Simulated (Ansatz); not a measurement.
**ClGeH$_{3}$···NH$_{3}$: density, localisation and related maps**

Input

```
crystal:
  periodic: [false, false, false]
  atoms:
    - { symbol: Ge, position_ang: [0.385417, 0.043662, -0.081374] }
    - { symbol: Cl, position_ang: [0.503239, -0.098773, 2.126396] }
    - { symbol: H, position_ang: [1.871824, -0.00847, -0.527251] }
    - { symbol: H, position_ang: [-0.25422, 1.395571, -0.439669] }
    - { symbol: H, position_ang: [-0.382664, -1.192112, -0.585964] }
    - { symbol: "N", position_ang: [-2.541389, -0.014307, 0.97194] }
    - { symbol: H, position_ang: [-3.284578, -0.702975, 0.821912] }
    - { symbol: H, position_ang: [-3.006589, 0.871002, 1.185483] }
    - { symbol: H, position_ang: [-2.04654, -0.293598, 1.843427] }
basis:
  gaussian: { orbitals: def2-mTZVP }
hamiltonian:
  xc: pbe
  dispersion: d4
relax:
  f_tol: 0.03
  max_steps: 50
output:
  orbitals: {}
```

Run with:

```sh
ansatz run input.yaml --threads 2 --pin off --max-ram 3072MiB --backend cpu --events-out ev --progress --plain --runs-dir out
```

The fields are those of the run's last geometry, not of the input's.

Method: RKS PBE-D4/def2-mTZVP in Ansatz 0.2.0.

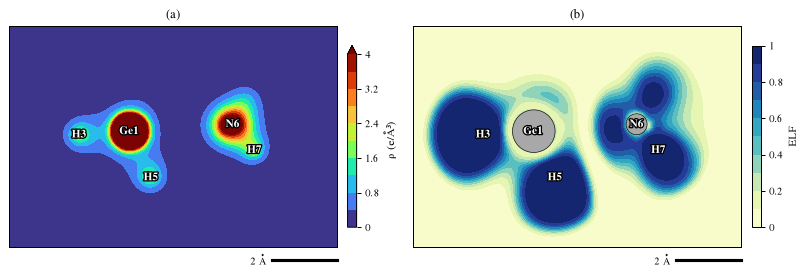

Figure 1. (a) electron density; (b) electron localisation function on the plane of atoms H3, Ge1 and H5. Grey discs cover the atomic cores in the ELF map.

Q: What do the fields say about this system?

A: The section cuts through Ge, H and N sites. Ge1···N6 (3.13 Å): the density falls to about 0.08 e/Å³ on the way; the ELF dips to about 0.05 between them. N–H (1.02 Å): ρ is about 2.7 e/Å³ halfway; the ELF climbs to about 1 towards the hydrogen, as it does in any bond to H; a covalent bond by its length. Ge–H (1.54 Å): ρ at the midpoint is about 1.1 e/Å³; the ELF climbs to about 1 towards the hydrogen.

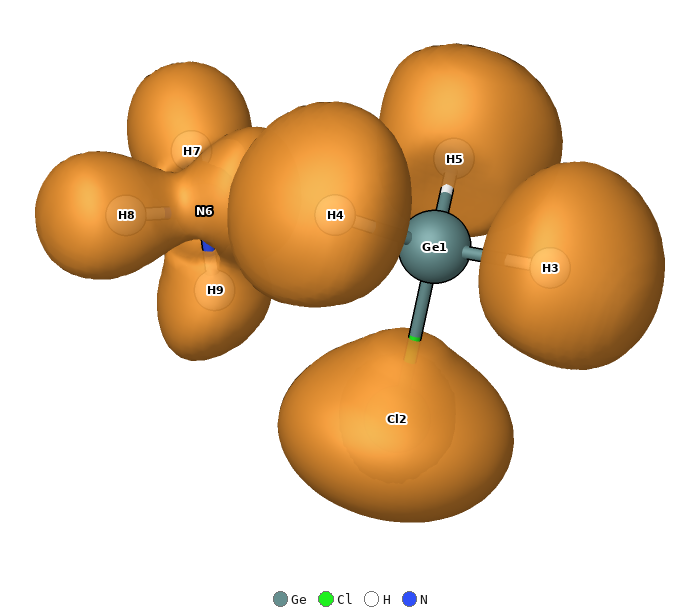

Figure 2. Isosurface of the ELF at 0.75 (orange), seen at a tilt. Core shells and regions of very low density are left out.

Q: Identify the bonds, lone pairs and shells in this picture.

A: The ELF exceeds this value in three regions around hydrogen nuclei, one region wrapped around Cl (its valence shell) and one joined region spread over several atoms (H, N), in which their bonds and any lone pairs are merged. Along the contacts the grid gives the following. Ge–Cl (2.20 Å): the ELF peaks at about 0.85 in the valence shell of Cl, 0.9 Å from its nucleus, and is about 0.65 at the midpoint.

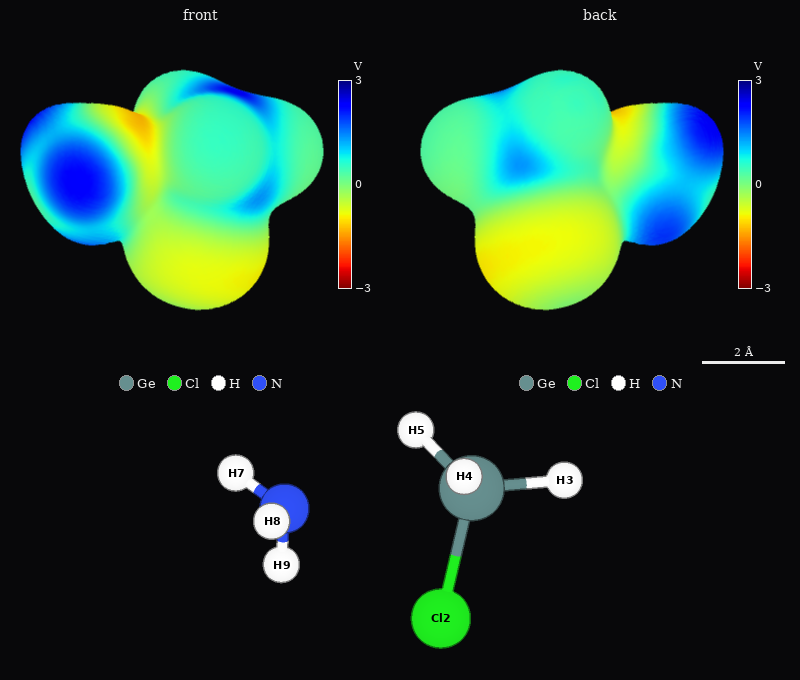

Figure 3. The electrostatic potential painted on the density surface at 0.004 e/bohr³, seen from the front and from behind; red is negative and blue positive. The bare structure is drawn below in the same view.

Q: Describe the electrostatic potential map.

A: The most negative region (about −1.2 V) lies over N6, the most positive (about +2.3 V) over Ge1, H7 and H8. N6 is the likeliest acceptor of a hydrogen bond.
